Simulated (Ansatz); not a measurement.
# Calculations on Si2H7SF

### Relaxation

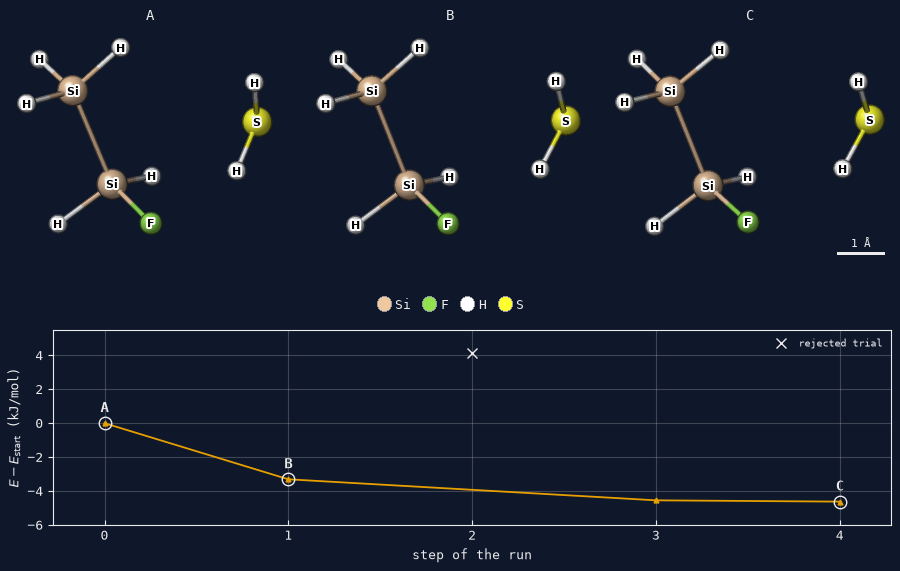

Frames of a relaxation of Si$_{2}$H$_{7}$SF, marked on the history of the run. Style: ball-and-stick. Shown at a tilt.

The run prepares an end point of a later path (reaction) calculation, from a guessed geometry.

Theory: Ansatz, RKS r2SCANh-D4/6-31G*.

Input file:
```yaml
crystal:
  periodic: [false, false, false]
  atoms:
    - { symbol: Si, position_ang: [-1.248557, -0.180189, -0.447604] }
    - { symbol: F, position_ang: [-0.719373, -1.727321, -0.6898] }
    - { symbol: H, position_ang: [-1.072757, 0.59719, -1.697175] }
    - { symbol: H, position_ang: [-2.708024, -0.284515, -0.167814] }
    - { symbol: Si, position_ang: [-0.243271, 0.808521, 1.412557] }
    - { symbol: H, position_ang: [1.329756, -1.508515, -1.405553] }
    - { symbol: S, position_ang: [1.960218, -0.36111, -1.745225] }
    - { symbol: H, position_ang: [-0.625756, 0.067825, 2.646036] }
    - { symbol: H, position_ang: [1.238229, 0.878652, 1.342811] }
    - { symbol: H, position_ang: [-0.78557, 2.192094, 1.519266] }
    - { symbol: H, position_ang: [2.875104, -0.482632, -0.7675] }
basis:
  gaussian: { orbitals: "6-31G*" }
hamiltonian:
  xc: r2scanh
  dispersion: d4
relax:
  f_tol: 0.03
  max_steps: 50
```

Command:
```bash
ansatz run input.yaml --threads 2 --pin off --max-ram 3072MiB --backend cpu --events-out ev --progress --plain --runs-dir out
```

What happens along the run?

S7 moves most after the best rigid fit: 0.29 Å. By element the largest moves are S 0.29 Å, H 0.14 Å, Si 0.10 Å, F 0.08 Å. Some distances before and after: Si1–F2 1.653 → 1.623 Å, H6–S7 1.353 → 1.345 Å. Over 3 accepted moves (4 points after the start) the energy falls by 4.62 kJ/mol. The largest force component goes from 0.75 to 0.02 eV/Å. The line search rejected the trial step at point 2 of the run. From step 0 to 1: S7 moves most (0.19 Å), energy −3.31 kJ/mol. From step 1 to 4: S7 moves most (0.09 Å), energy −1.32 kJ/mol.

```csv
step,"E − E(0), kJ/mol","largest force component, eV/Å",note
0,0.00,0.7474,
1,-3.31,0.5605,
2,4.11,1.5290,rejected
3,-4.55,0.0541,
4,-4.62,0.0200,
```

### Relaxation

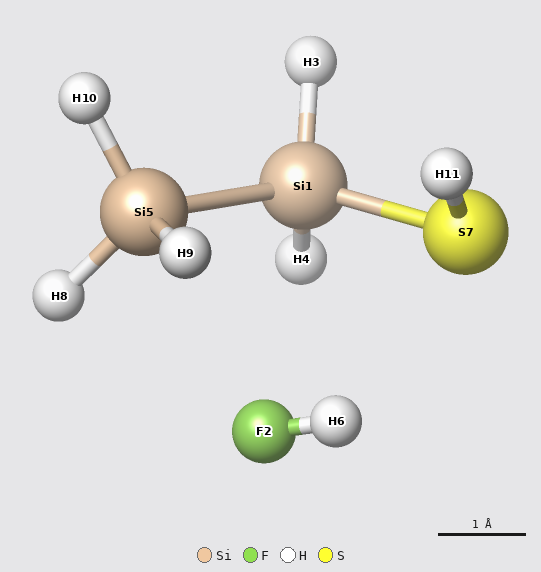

Starting structure of Si$_{2}$H$_{7}$SF. A ball-and-stick model, seen at a tilt.

The run prepares an end point of a later path (reaction) calculation, from a guessed geometry.

Computed with RKS r2SCANh-D4/6-31G* in Ansatz.

Input
```yaml
crystal:
  periodic: [false, false, false]
  atoms:
    - { symbol: Si, position_ang: [-0.642438, 0.349231, -0.946522] }
    - { symbol: F, position_ang: [0.031046, -2.159102, 0.522928] }
    - { symbol: H, position_ang: [-1.059024, 1.637652, -1.570362] }
    - { symbol: H, position_ang: [-1.697547, -0.650438, -1.232166] }
    - { symbol: Si, position_ang: [-0.18937, 0.657653, 1.333257] }
    - { symbol: H, position_ang: [0.743159, -2.15726, -0.058384] }
    - { symbol: S, position_ang: [1.080629, -0.401519, -2.021422] }
    - { symbol: H, position_ang: [-1.083525, -0.157724, 2.191546] }
    - { symbol: H, position_ang: [1.231694, 0.31529, 1.610747] }
    - { symbol: H, position_ang: [-0.384517, 2.094668, 1.680388] }
    - { symbol: H, position_ang: [1.969894, 0.471549, -1.510009] }
basis:
  gaussian: { orbitals: "6-31G*" }
hamiltonian:
  xc: r2scanh
  dispersion: d4
relax:
  f_tol: 0.03
  max_steps: 50
output:
  orbitals: {}
```

Command:
```bash
ansatz run input.yaml --threads 2 --pin off --max-ram 3072MiB --backend cpu --events-out ev --progress --plain --runs-dir out
```

### What does the optimiser find from here?

Over 7 accepted moves (9 points after the start) the energy falls by 1.50 kcal/mol. The largest force component goes from 0.84 to 0.025 eV/Å. The line search rejected the trial steps at points 1, 4 of the run. H11 moves most after the best rigid fit: 0.24 Å. By element the largest moves are H 0.24 Å, F 0.21 Å, S 0.19 Å, Si 0.06 Å. Some distances before and after: F2–H6 0.919 → 0.947 Å, Si1–S7 2.165 → 2.183 Å. Cost: 40 s on 2 threads of Intel(R) Xeon(R) Platinum 8259CL CPU @ 2.50GHz (Skylake/Cascade Lake) (shared host), peak memory 0.23 GiB.

History of the run:

```tsv
step	E − E(0), kcal/mol	largest force component, eV/Å	note
0	0.00	0.8352	
1	0.21	1.5957	rejected
2	-0.85	0.1102	
3	-1.09	0.2093	
4	-0.57	1.2739	rejected
5	-1.27	0.1408	
6	-1.36	0.0842	
7	-1.41	0.1360	
8	-1.47	0.1047	
9	-1.50	0.0250
```

Final geometry:

```xyz
11

Si   -0.6673    0.3981   -0.9379
F     0.2378   -2.1894    0.5576
H    -0.9364    1.6997   -1.6097
H    -1.7946   -0.5209   -1.2227
Si   -0.2185    0.6647    1.3485
H     0.7384   -1.9833   -0.2190
S     1.0073   -0.5666   -1.9532
H    -1.0200   -0.2639    2.1759
H     1.2345    0.4602    1.5837
H    -0.5508    2.0658    1.7367
H     1.9696    0.2357   -1.4601
```

The end point in the same view:

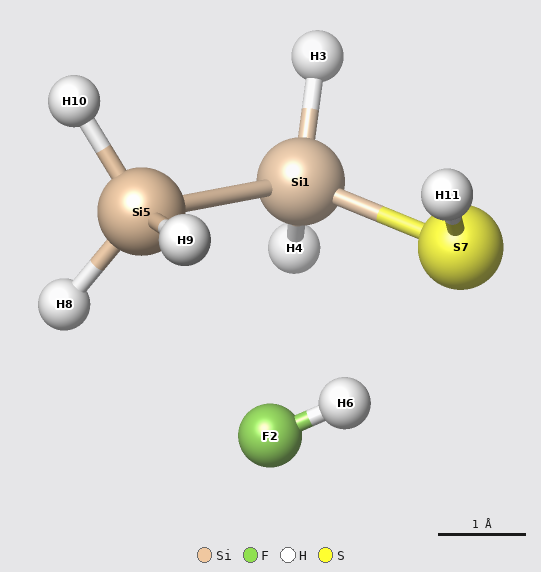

Limits of the set-up: the start holds two separate molecules, 2.7 Å apart at their closest, whose relative position is a soft coordinate.

### Path

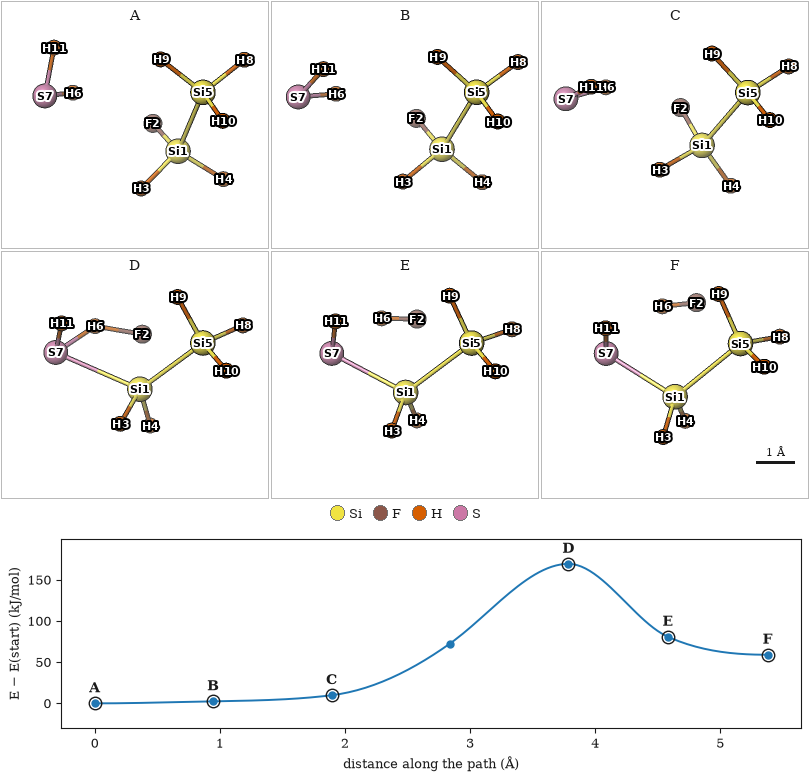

NEB run on Si₂H₇SF, made up at the start of Si2H5F and H$_{2}$S. Images are numbered from 0 (start) to 6 (end). Frames A to F are images 0, 1, 2, 4, 5, 6. The picture is a ball-and-stick view, seen from a free direction.

Theory: RKS r2SCANh-D4/6-31G* (Ansatz). Settings: 5 movable images; climbing image; force threshold 0.03 eV/Å; iteration limit 60; starting path through a guess of the saddle point.

> What happens along the path, and what is the barrier?

Forward barrier 169.4 kJ/mol, backward barrier 110.4 kJ/mol, with image 4 at the top; the reaction energy is +59.0 kJ/mol. Breaking: H6–S7 (1.34 → 1.50 at the top → 2.26 Å), Si1–F2 (1.62 → 1.93 at the top → 3.12 Å). Forming: F2–H6 (2.35 → 1.30 at the top → 0.95 Å), Si1–S7 (3.84 → 2.43 at the top → 2.18 Å). The band converged in 20 iterations. The largest component of the band force went from 2.5 to 0.019 eV/Å. The climbing image converged on the top of the path. Its vibrational analysis gives one imaginary mode (744i cm⁻¹), as a transition state must have.

Limits of the set-up: the start holds two separate molecules, 2.4 Å apart at their closest, whose relative position is a soft coordinate.
